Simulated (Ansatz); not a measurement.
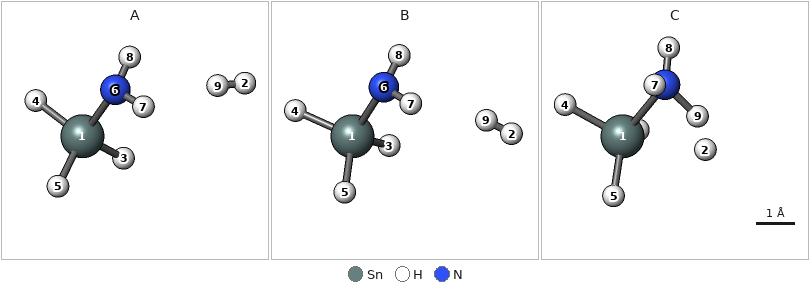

3 geometries from a converged minimum-energy path of SnNH₇, made up at the start of SnH4 and NH3, shuffled. The picture is a ball-and-stick view, seen from a free direction.

Level of theory: RKS B3LYP/def2-SVP (Ansatz 0.2.0). Settings: 5 movable images; climbing image; force threshold 0.03 eV/Å; iteration limit 60; starting path through a guess of the saddle point.

**Which frame is the top of the path?**

C. In order along the path, whose images run from 0 to 6: C (image 3, +1.88 eV), B (image 5, +0.53 eV), A (image 6, +0.52 eV). Breaking: N6–H9 (1.02 → 1.26 at the top → 2.88 Å), Sn1–H2 (1.72 → 2.25 at the top → 4.53 Å). Forming: H2–H9 (2.94 → 1.10 at the top → 0.76 Å), Sn1–N6 (3.81 → 2.23 at the top → 2.06 Å).

Limits of the set-up: the start holds two separate molecules, 2.9 Å apart at their closest, whose relative position is a soft coordinate and is computed without a dispersion correction.

Cost: 5.7 min on 1 thread of Arm Neoverse V2 (shared host), peak memory 0.17 GiB.
